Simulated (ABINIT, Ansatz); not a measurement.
# SiPbSe3 (Pm-3m): zone-centre phonons, part 3 of 4

Which modes does SiPbSe3 (Pm-3m) have at the zone centre?

ABINIT 10.8.3; DFT LDA, scalar-relativistic, plane waves, HGH norm-conserving pseudopotentials.

So far. Step 6 (Ground state): The cell stands at -1.1 GPa: the relaxation ran with a smoothed and higher cutoff, and the difference is a stress of the finite basis. Step 7 (Linear response at Γ): The acoustic modes at Γ come out as far as 2.9 cm⁻¹ from zero, where they should vanish, a small numerical error. The lowest optical mode is imaginary, 102i cm⁻¹, an instability at this level and on this k mesh. The relaxed cell has a = 4.823 Å (conventional setting).

The structure was built from a prototype and need not be the compound's stable phase.

### 8. Modes with the sum rule

anaddb reads the merged derivatives and imposes the acoustic sum rule.

Input file anaddb.abi:

```
ddb_filepath "gamma_DDB"
output_file "anaddb.abo"
outdata_prefix "anaddb"
asr 1
chneut 1
enunit 2
eivec 1
nph1l 1
qph1l 0.0 0.0 0.0 1.0
```

Input file mrgddb.in:

```
gamma_DDB
merged
2
dfpt_gammao_DDB
gso_DDB
```

On the command line:

```console
mrgddb < mrgddb.in > mrgddb.log
OMP_NUM_THREADS=1 anaddb anaddb.abi > anaddb.log
```

anaddb.abo, the main output file:

```text
-outvars_anaddb: echo values of input variables ----------------------

 Miscellaneous information :
      enunit         2
       eivec         1
         asr         1
 First list of wavevector (reduced coord.) :
       nph1l         1
       qph1l
                     0.00000000E+00  0.00000000E+00  0.00000000E+00    1.000E+00

================================================================================

 read the DDB information and perform some checks

  ==== Info on the Cryst% object ====
 Real(R)+Recip(G) space primitive vectors, cartesian coordinates (Bohr,Bohr^-1):
 R(1)=  9.1144407  0.0000000  0.0000000  G(1)=  0.1097160  0.0000000  0.0000000
 R(2)=  0.0000000  9.1144407  0.0000000  G(2)=  0.0000000  0.1097160  0.0000000
 R(3)=  0.0000000  0.0000000  9.1144407  G(3)=  0.0000000  0.0000000  0.1097160
 Unit cell volume ucvol=  7.5716420E+02 bohr^3
 Angles (23,13,12)=  9.00000000E+01  9.00000000E+01  9.00000000E+01 degrees
 Time-reversal symmetry is present
 Reduced atomic positions [iatom, xred, symbol]:
    1)    0.0000000  0.0000000  0.0000000  Pb
    2)    0.5000000  0.5000000  0.5000000  Si
    3)    0.5000000  0.5000000  0.0000000  Se
    4)    0.5000000  0.0000000  0.5000000  Se
    5)    0.0000000  0.5000000  0.5000000  Se

 DDB file with 3 blocks has been read.

================================================================================

 Treat the first list of vectors

  Phonon wavevector (reduced coordinates) :  0.00000  0.00000  0.00000
 Phonon energies in Hartree :
  -4.659419E-04 -4.659419E-04 -4.659419E-04 -2.747587E-04 -2.747587E-04
  -2.747587E-04 -2.038599E-04 -2.038599E-04 -2.038599E-04  0.000000E+00
   0.000000E+00  0.000000E+00  1.009298E-03  1.009298E-03  1.009298E-03
 Phonon energies in meV     :
- -1.267893E+01 -1.267893E+01 -1.267893E+01 -7.476566E+00 -7.476566E+00
- -7.476566E+00 -5.547311E+00 -5.547311E+00 -5.547311E+00  0.000000E+00
-  0.000000E+00  0.000000E+00  2.746440E+01  2.746440E+01  2.746440E+01
 Phonon frequencies in cm-1    :
- -1.022624E+02 -1.022624E+02 -1.022624E+02 -6.030257E+01 -6.030257E+01
- -6.030257E+01 -4.474208E+01 -4.474208E+01 -4.474208E+01  0.000000E+00
-  0.000000E+00  0.000000E+00  2.215153E+02  2.215153E+02  2.215153E+02
 Phonon frequencies in Thz     :
- -3.065751E+00 -3.065751E+00 -3.065751E+00 -1.807826E+00 -1.807826E+00
- -1.807826E+00 -1.341334E+00 -1.341334E+00 -1.341334E+00  0.000000E+00
-  0.000000E+00  0.000000E+00  6.640862E+00  6.640862E+00  6.640862E+00
 Phonon energies in Kelvin  :
- -1.471328E+02 -1.471328E+02 -1.471328E+02 -8.676195E+01 -8.676195E+01
- -8.676195E+01 -6.437387E+01 -6.437387E+01 -6.437387E+01  0.000000E+00
-  0.000000E+00  0.000000E+00  3.187111E+02  3.187111E+02  3.187111E+02

 Eigendisplacements
 (will be given, for each mode : in cartesian coordinates
   for each atom the real part of the displacement vector,
   then the imaginary part of the displacement vector - absolute values smaller than 1.0d-7 are set to zero)
  Mode number    1   Energy   -4.659419E-04
 Attention : low frequency mode.
   (Could be unstable or acoustic mode)
-  1  0.00000000E+00  0.00000000E+00  5.59543827E-04
-     0.00000000E+00  0.00000000E+00  0.00000000E+00
-  2  0.00000000E+00  0.00000000E+00  2.40115100E-03
-     0.00000000E+00  0.00000000E+00  0.00000000E+00
-  3  0.00000000E+00  0.00000000E+00  4.58053288E-04
-     0.00000000E+00  0.00000000E+00  0.00000000E+00
-  4  0.00000000E+00  0.00000000E+00 -1.39021881E-03
-     0.00000000E+00  0.00000000E+00  0.00000000E+00
-  5  0.00000000E+00  0.00000000E+00 -1.39021881E-03
-     0.00000000E+00  0.00000000E+00  0.00000000E+00
  Mode number    2   Energy   -4.659419E-04
 Attention : low frequency mode.
   (Could be unstable or acoustic mode)
-  1  0.00000000E+00  5.59543827E-04  0.00000000E+00
-     0.00000000E+00  0.00000000E+00  0.00000000E+00
-  2  0.00000000E+00  2.40115100E-03  0.00000000E+00
-     0.00000000E+00  0.00000000E+00  0.00000000E+00
-  3  0.00000000E+00 -1.39021881E-03  0.00000000E+00
-     0.00000000E+00  0.00000000E+00  0.00000000E+00
-  4  0.00000000E+00  4.58053288E-04  0.00000000E+00
-     0.00000000E+00  0.00000000E+00  0.00000000E+00
-  5  0.00000000E+00 -1.39021881E-03  0.00000000E+00
-     0.00000000E+00  0.00000000E+00  0.00000000E+00
  Mode number    3   Energy   -4.659419E-04
 Attention : low frequency mode.
   (Could be unstable or acoustic mode)
-  1  5.59543827E-04  0.00000000E+00  0.00000000E+00
-     0.00000000E+00  0.00000000E+00  0.00000000E+00
-  2  2.40115100E-03  0.00000000E+00  0.00000000E+00
-     0.00000000E+00  0.00000000E+00  0.00000000E+00
-  3 -1.39021881E-03  0.00000000E+00  0.00000000E+00
-     0.00000000E+00  0.00000000E+00  0.00000000E+00
-  4 -1.39021881E-03  0.00000000E+00  0.00000000E+00
-     0.00000000E+00  0.00000000E+00  0.00000000E+00
-  5  4.58053288E-04  0.00000000E+00  0.00000000E+00
-     0.00000000E+00  0.00000000E+00  0.00000000E+00
  Mode number    4   Energy   -2.747587E-04
 Attention : low frequency mode.
   (Could be unstable or acoustic mode)
-  1  0.00000000E+00  0.00000000E+00  0.00000000E+00
-     0.00000000E+00  0.00000000E+00  0.00000000E+00
-  2  0.00000000E+00  0.00000000E+00  0.00000000E+00
-     0.00000000E+00  0.00000000E+00  0.00000000E+00
-  3  0.00000000E+00  0.00000000E+00  0.00000000E+00
-     0.00000000E+00  0.00000000E+00  0.00000000E+00
-  4  0.00000000E+00  0.00000000E+00 -1.86380890E-03
-     0.00000000E+00  0.00000000E+00  0.00000000E+00
-  5  0.00000000E+00  0.00000000E+00  1.86380890E-03
-     0.00000000E+00  0.00000000E+00  0.00000000E+00
  Mode number    5   Energy   -2.747587E-04
 Attention : low frequency mode.
   (Could be unstable or acoustic mode)
-  1  0.00000000E+00  0.00000000E+00  0.00000000E+00
-     0.00000000E+00  0.00000000E+00  0.00000000E+00
-  2  0.00000000E+00  0.00000000E+00  0.00000000E+00
-     0.00000000E+00  0.00000000E+00  0.00000000E+00
-  3  0.00000000E+00  1.86380890E-03  0.00000000E+00
-     0.00000000E+00  0.00000000E+00  0.00000000E+00
-  4  0.00000000E+00  0.00000000E+00  0.00000000E+00
-     0.00000000E+00  0.00000000E+00  0.00000000E+00
-  5  0.00000000E+00 -1.86380890E-03  0.00000000E+00
-     0.00000000E+00  0.00000000E+00  0.00000000E+00
  Mode number    6   Energy   -2.747587E-04
 Attention : low frequency mode.
   (Could be unstable or acoustic mode)
-  1  0.00000000E+00  0.00000000E+00  0.00000000E+00
-     0.00000000E+00  0.00000000E+00  0.00000000E+00
-  2  0.00000000E+00  0.00000000E+00  0.00000000E+00
-     0.00000000E+00  0.00000000E+00  0.00000000E+00
-  3  1.86380890E-03  0.00000000E+00  0.00000000E+00
-     0.00000000E+00  0.00000000E+00  0.00000000E+00
-  4 -1.86380890E-03  0.00000000E+00  0.00000000E+00
-     0.00000000E+00  0.00000000E+00  0.00000000E+00
-  5  0.00000000E+00  0.00000000E+00  0.00000000E+00
-     0.00000000E+00  0.00000000E+00  0.00000000E+00
  Mode number    7   Energy   -2.038599E-04
 Attention : low frequency mode.
   (Could be unstable or acoustic mode)
-  1  0.00000000E+00  0.00000000E+00 -1.08285775E-03
-     0.00000000E+00  0.00000000E+00  0.00000000E+00
-  2  0.00000000E+00  0.00000000E+00  2.33527781E-03
-     0.00000000E+00  0.00000000E+00  0.00000000E+00
-  3  0.00000000E+00  0.00000000E+00  1.29367579E-03
-     0.00000000E+00  0.00000000E+00  0.00000000E+00
-  4  0.00000000E+00  0.00000000E+00  3.58612904E-04
-     0.00000000E+00  0.00000000E+00  0.00000000E+00
-  5  0.00000000E+00  0.00000000E+00  3.58612904E-04
-     0.00000000E+00  0.00000000E+00  0.00000000E+00
  Mode number    8   Energy   -2.038599E-04
 Attention : low frequency mode.
   (Could be unstable or acoustic mode)
-  1  0.00000000E+00 -1.08285775E-03  0.00000000E+00
-     0.00000000E+00  0.00000000E+00  0.00000000E+00
-  2  0.00000000E+00  2.33527781E-03  0.00000000E+00
-     0.00000000E+00  0.00000000E+00  0.00000000E+00
-  3  0.00000000E+00  3.58612904E-04  0.00000000E+00
-     0.00000000E+00  0.00000000E+00  0.00000000E+00
-  4  0.00000000E+00  1.29367579E-03  0.00000000E+00
-     0.00000000E+00  0.00000000E+00  0.00000000E+00
-  5  0.00000000E+00  3.58612904E-04  0.00000000E+00
-     0.00000000E+00  0.00000000E+00  0.00000000E+00
  Mode number    9   Energy   -2.038599E-04
 Attention : low frequency mode.
   (Could be unstable or acoustic mode)
-  1  1.08285775E-03  0.00000000E+00  0.00000000E+00
-     0.00000000E+00  0.00000000E+00  0.00000000E+00
-  2 -2.33527781E-03  0.00000000E+00  0.00000000E+00
-     0.00000000E+00  0.00000000E+00  0.00000000E+00
-  3 -3.58612904E-04  0.00000000E+00  0.00000000E+00
-     0.00000000E+00  0.00000000E+00  0.00000000E+00
-  4 -3.58612904E-04  0.00000000E+00  0.00000000E+00
-     0.00000000E+00  0.00000000E+00  0.00000000E+00
-  5 -1.29367579E-03  0.00000000E+00  0.00000000E+00
-     0.00000000E+00  0.00000000E+00  0.00000000E+00
  Mode number   10   Energy    0.000000E+00
 Attention : low frequency mode.
   (Could be unstable or acoustic mode)
-  1  0.00000000E+00  0.00000000E+00  1.07788672E-03
-     0.00000000E+00  0.00000000E+00  0.00000000E+00
-  2  0.00000000E+00  0.00000000E+00  1.07788739E-03
-     0.00000000E+00  0.00000000E+00  0.00000000E+00
-  3  0.00000000E+00  0.00000000E+00  1.07788631E-03
-     0.00000000E+00  0.00000000E+00  0.00000000E+00
-  4  0.00000000E+00  0.00000000E+00  1.07788460E-03
-     0.00000000E+00  0.00000000E+00  0.00000000E+00
-  5  0.00000000E+00  0.00000000E+00  1.07788460E-03
-     0.00000000E+00  0.00000000E+00  0.00000000E+00
  Mode number   11   Energy    0.000000E+00
 Attention : low frequency mode.
   (Could be unstable or acoustic mode)
-  1  0.00000000E+00  1.07788672E-03  0.00000000E+00
-     0.00000000E+00  0.00000000E+00  0.00000000E+00
-  2  0.00000000E+00  1.07788739E-03  0.00000000E+00
-     0.00000000E+00  0.00000000E+00  0.00000000E+00
-  3  0.00000000E+00  1.07788460E-03  0.00000000E+00
-     0.00000000E+00  0.00000000E+00  0.00000000E+00
-  4  0.00000000E+00  1.07788631E-03  0.00000000E+00
-     0.00000000E+00  0.00000000E+00  0.00000000E+00
-  5  0.00000000E+00  1.07788460E-03  0.00000000E+00
-     0.00000000E+00  0.00000000E+00  0.00000000E+00
  Mode number   12   Energy    0.000000E+00
 Attention : low frequency mode.
   (Could be unstable or acoustic mode)
-  1  1.07788672E-03  0.00000000E+00  0.00000000E+00
-     0.00000000E+00  0.00000000E+00  0.00000000E+00
-  2  1.07788739E-03  0.00000000E+00  0.00000000E+00
-     0.00000000E+00  0.00000000E+00  0.00000000E+00
-  3  1.07788460E-03  0.00000000E+00  0.00000000E+00
-     0.00000000E+00  0.00000000E+00  0.00000000E+00
-  4  1.07788460E-03  0.00000000E+00  0.00000000E+00
-     0.00000000E+00  0.00000000E+00  0.00000000E+00
-  5  1.07788631E-03  0.00000000E+00  0.00000000E+00
-     0.00000000E+00  0.00000000E+00  0.00000000E+00
  Mode number   13   Energy    1.009298E-03
-  1  0.00000000E+00  0.00000000E+00  8.74411720E-06
-     0.00000000E+00  0.00000000E+00  0.00000000E+00
-  2  0.00000000E+00  0.00000000E+00  2.67424867E-03
-     0.00000000E+00  0.00000000E+00  0.00000000E+00
-  3  0.00000000E+00  0.00000000E+00 -1.97542868E-03
-     0.00000000E+00  0.00000000E+00  0.00000000E+00
-  4  0.00000000E+00  0.00000000E+00  5.00636439E-04
-     0.00000000E+00  0.00000000E+00  0.00000000E+00
-  5  0.00000000E+00  0.00000000E+00  5.00636439E-04
-     0.00000000E+00  0.00000000E+00  0.00000000E+00
  Mode number   14   Energy    1.009298E-03
-  1  0.00000000E+00 -8.74411720E-06  0.00000000E+00
-     0.00000000E+00  0.00000000E+00  0.00000000E+00
-  2  0.00000000E+00 -2.67424867E-03  0.00000000E+00
-     0.00000000E+00  0.00000000E+00  0.00000000E+00
-  3  0.00000000E+00 -5.00636439E-04  0.00000000E+00
-     0.00000000E+00  0.00000000E+00  0.00000000E+00
-  4  0.00000000E+00  1.97542868E-03  0.00000000E+00
-     0.00000000E+00  0.00000000E+00  0.00000000E+00
-  5  0.00000000E+00 -5.00636439E-04  0.00000000E+00
-     0.00000000E+00  0.00000000E+00  0.00000000E+00
  Mode number   15   Energy    1.009298E-03
-  1  8.74411720E-06  0.00000000E+00  0.00000000E+00
-     0.00000000E+00  0.00000000E+00  0.00000000E+00
-  2  2.67424867E-03  0.00000000E+00  0.00000000E+00
-     0.00000000E+00  0.00000000E+00  0.00000000E+00
-  3  5.00636439E-04  0.00000000E+00  0.00000000E+00
-     0.00000000E+00  0.00000000E+00  0.00000000E+00
-  4  5.00636439E-04  0.00000000E+00  0.00000000E+00
-     0.00000000E+00  0.00000000E+00  0.00000000E+00
-  5 -1.97542868E-03  0.00000000E+00  0.00000000E+00
-     0.00000000E+00  0.00000000E+00  0.00000000E+00

 Analysis of degeneracies and characters (maximum tolerance=1.00E-06 a.u.)
 For each vibration mode, or group of modes if degenerate,
 the characters are given for each symmetry operation (see the list in the log file).
 Symmetry characters of vibration mode #   1
       degenerate with vibration modes #   2 to    3
  3.0 -3.0 -1.0  1.0 -1.0  1.0 -1.0  1.0  1.0 -1.0 -1.0  1.0  1.0 -1.0 -1.0  1.0
 -0.0  0.0 -0.0  0.0  0.0 -0.0  0.0 -0.0  1.0 -1.0 -1.0  1.0 -1.0  1.0  1.0 -1.0
 -0.0  0.0  0.0 -0.0  0.0 -0.0 -0.0  0.0  1.0 -1.0  1.0 -1.0 -1.0  1.0 -1.0  1.0
 Symmetry characters of vibration mode #   4
       degenerate with vibration modes #   5 to    6
  3.0 -3.0 -1.0  1.0 -1.0  1.0 -1.0  1.0 -1.0  1.0  1.0 -1.0 -1.0  1.0  1.0 -1.0
 -0.0  0.0 -0.0  0.0  0.0 -0.0  0.0 -0.0 -1.0  1.0  1.0 -1.0  1.0 -1.0 -1.0  1.0
 -0.0  0.0  0.0 -0.0  0.0 -0.0 -0.0  0.0 -1.0  1.0 -1.0  1.0  1.0 -1.0  1.0 -1.0
 Symmetry characters of vibration mode #   7
       degenerate with vibration modes #   8 to    9
  3.0 -3.0 -1.0  1.0 -1.0  1.0 -1.0  1.0  1.0 -1.0 -1.0  1.0  1.0 -1.0 -1.0  1.0
 -0.0  0.0 -0.0  0.0  0.0 -0.0  0.0 -0.0  1.0 -1.0 -1.0  1.0 -1.0  1.0  1.0 -1.0
 -0.0  0.0  0.0 -0.0  0.0 -0.0 -0.0  0.0  1.0 -1.0  1.0 -1.0 -1.0  1.0 -1.0  1.0
 Symmetry characters of vibration mode #  10
       degenerate with vibration modes #  11 to   12
  3.0 -3.0 -1.0  1.0 -1.0  1.0 -1.0  1.0  1.0 -1.0 -1.0  1.0  1.0 -1.0 -1.0  1.0
  0.0 -0.0  0.0 -0.0 -0.0  0.0 -0.0  0.0  1.0 -1.0 -1.0  1.0 -1.0  1.0  1.0 -1.0
  0.0 -0.0 -0.0  0.0 -0.0  0.0  0.0 -0.0  1.0 -1.0  1.0 -1.0 -1.0  1.0 -1.0  1.0
 Symmetry characters of vibration mode #  13
       degenerate with vibration modes #  14 to   15
  3.0 -3.0 -1.0  1.0 -1.0  1.0 -1.0  1.0  1.0 -1.0 -1.0  1.0  1.0 -1.0 -1.0  1.0
  0.0 -0.0  0.0 -0.0 -0.0  0.0 -0.0  0.0  1.0 -1.0 -1.0  1.0 -1.0  1.0  1.0 -1.0
  0.0 -0.0 -0.0  0.0 -0.0  0.0  0.0 -0.0  1.0 -1.0  1.0 -1.0 -1.0  1.0 -1.0  1.0
-
```

Elapsed: 0.5 s, on 1 thread of Arm Neoverse V1, shared host.

Numbers from this step:

* lowest optical zone-centre mode: -102.3 cm⁻¹

No LO-TO term; unit eigenvectors of the mass-weighted matrix, from anaddb's displacements. The modes at Γ (shares of kinetic energy by element, %) (negative means imaginary):

```tsv
mode	frequency (cm⁻¹)	symmetry	Pb %	Si %	Se %
1	-102.3	T1u	12	30	59
2	-102.3	T1u	12	30	59
3	-102.3	T1u	12	30	59
4	-60.3	T2u	0	0	100
5	-60.3	T2u	0	0	100
6	-60.3	T2u	0	0	100
7	-44.7	T1u	44	28	28
8	-44.7	T1u	44	28	28
9	-44.7	T1u	44	28	28
10	0.0	acoustic	44	6	50
11	0.0	acoustic	44	6	50
12	0.0	acoustic	44	6	50
13	221.5	T1u	0	37	63
14	221.5	T1u	0	37	63
15	221.5	T1u	0	37	63
```

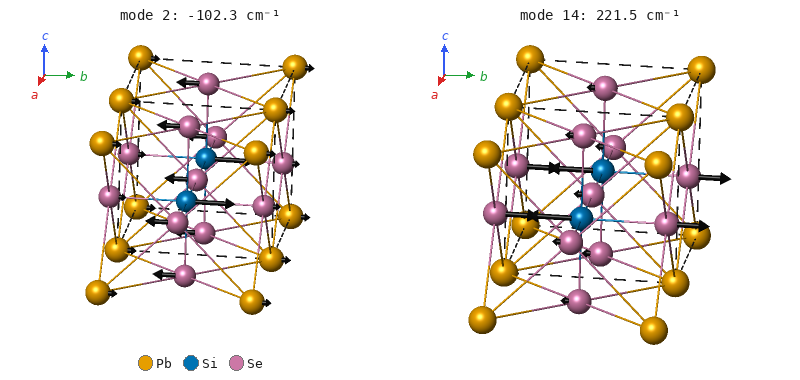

Displacement patterns of modes 2 and 14 at Γ; arrows are exaggerated. 2×1×1 cells are drawn. Some periodic images of atoms are drawn too.

The rule moves no optical mode by more than 0.2 cm⁻¹.

(Part 3 of 4 ends here.)

[Host names and launcher messages were left out of these logs when they were recorded.]

[Logs are printed without paths, hosts, clocks, repeated set-up lines and the standing remarks that a program may print on its own settings, such as how far it seeks lower states.]

[Hosts, paths, dates, database ids (printed as entryN), source tags and the programs' standing remarks are cut or masked in the printed files.]
